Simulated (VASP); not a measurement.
Here is the system:

```
CELL_PARAMETERS angstrom
      2.50524    -4.33921     0.00000
      2.50524     4.33921     0.00000
      0.00000     0.00000     5.50378
ATOMIC_POSITIONS crystal
  Si 0.00000 0.47481 0.33333
  Si 0.52519 0.52519 0.00000
  Si 0.47481 0.00000 0.66667
  O  0.25894 0.41476 0.20770
  O  0.58524 0.84418 0.87437
  O  0.74106 0.15582 0.45897
  O  0.84418 0.58524 0.12563
  O  0.41476 0.25894 0.79230
  O  0.15582 0.74106 0.54103
```

Method: PBE GGA, VASP's PBE PAW potentials (set 64) (plane waves; VASP). Numerical set-up: 520 eV cut-off, 6×6×5 Γ-centred mesh, tetrahedra with Blöchl corrections, potentials Si O.

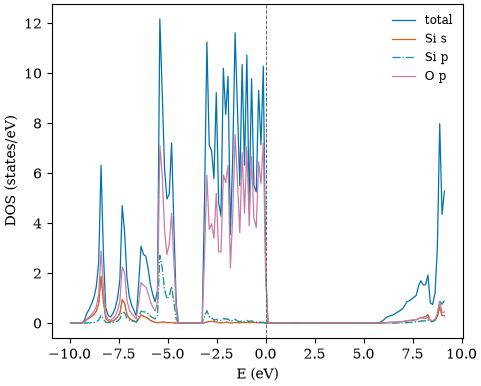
*Total and projected density of states, zero at the valence-band maximum*

Within 2 eV below the valence-band maximum the largest weight inside VASP's projection spheres is O p.

The gap is indirect, 5.69 eV, from the valence maximum at K to the conduction minimum at Γ.

The compound is SiO2 in the quartz structure. It was relaxed first, which changed the volume by +6 %.
